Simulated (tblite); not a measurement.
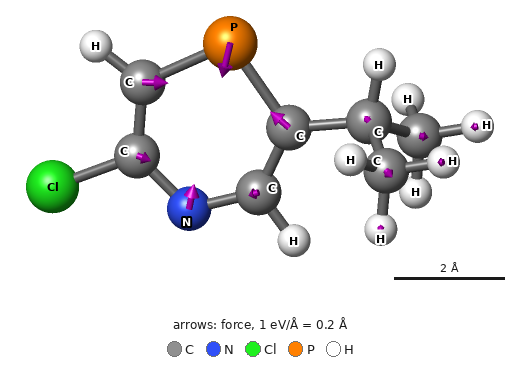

Starting geometry of C7H9ClNP with the computed forces as purple arrows. The picture is a ball-and-stick view, seen at a tilt.

Theory: tblite, GFN2-xTB geometry optimisation, gas phase. 

What follows when this structure is relaxed?

It isn't relaxed: the largest force vector, on the P atom, is 3.43 eV/Å. The final displacements follow the starting forces only in part (cosine between the two patterns 0.52). The largest moves after the best rigid fit, 0.14 Å, are those of C and H atoms. By element the largest moves are C 0.14 Å, H 0.14 Å, P 0.11 Å, Cl 0.08 Å, N 0.06 Å. Near-neighbour distances that change, for instance: C–P 1.879 → 1.748 Å, C–P 1.851 → 1.732 Å, C–N 1.358 → 1.312 Å, C–H 1.110 → 1.088 Å. Among the angles between lasting bonds that change: C–C–N 131.2° → 127.2°, N–C–H 110.7° → 113.1°, C–C–P 119.6° → 122.0°. The energy falls by 12.6 kcal/mol in 29 geometry steps.
